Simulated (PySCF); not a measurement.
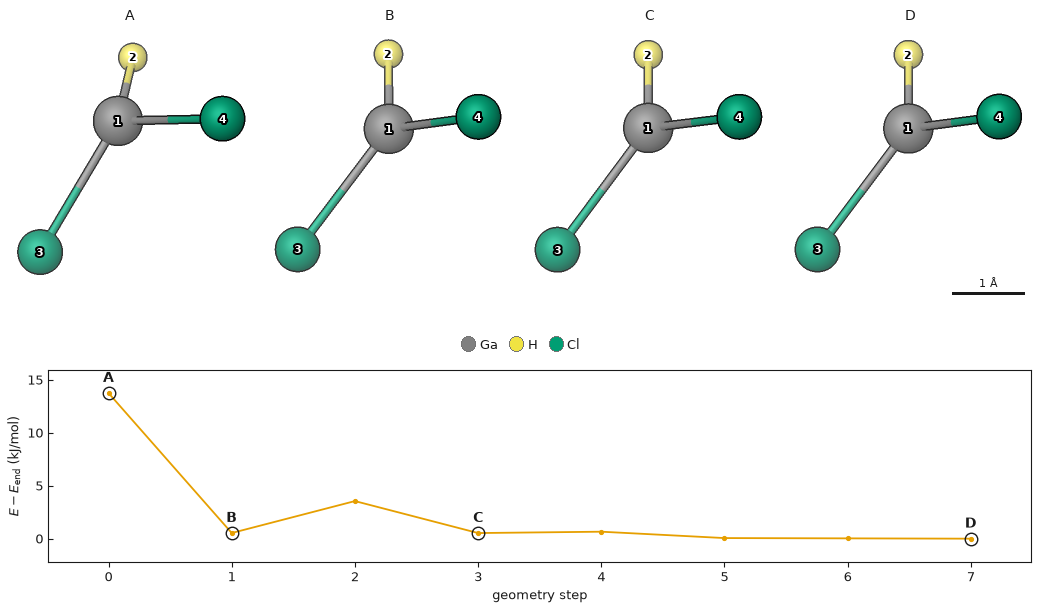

Frames of a relaxation of GaHCl2, marked on the history of the run. Style: ball-and-stick. Shown from a free direction.

It is one of the separated reactants of a reaction.

Computed with PySCF, RKS PBE0-D4/def2-TZVP, density fitting. 

Describe the path.

The energy falls by 13.8 kJ/mol in 7 geometry steps. The atom that moves furthest after the best rigid fit is Ga1 (0.19 Å). By element the largest moves are Ga 0.19 Å, H 0.08 Å, Cl 0.06 Å. Some distances before and after: Ga1–Cl4 2.178 → 2.128 Å, Ga1–Cl3 2.148 → 2.128 Å, Ga1–H2 1.553 → 1.545 Å. Among the angles between lasting bonds that change: H2–Ga1–Cl4 119.8° → 122.4°, Cl3–Ga1–Cl4 113.0° → 115.2°. The run took 60 s on 4 threads of Arm Neoverse N1 (shared host). From step 0 to 1: Ga1 moves most (0.20 Å), energy −13.2 kJ/mol. From step 1 to 3: Ga1 moves most (0.02 Å), energy 0.00 kJ/mol. From step 3 to 7: Ga1 moves most (0.02 Å), energy −0.53 kJ/mol.
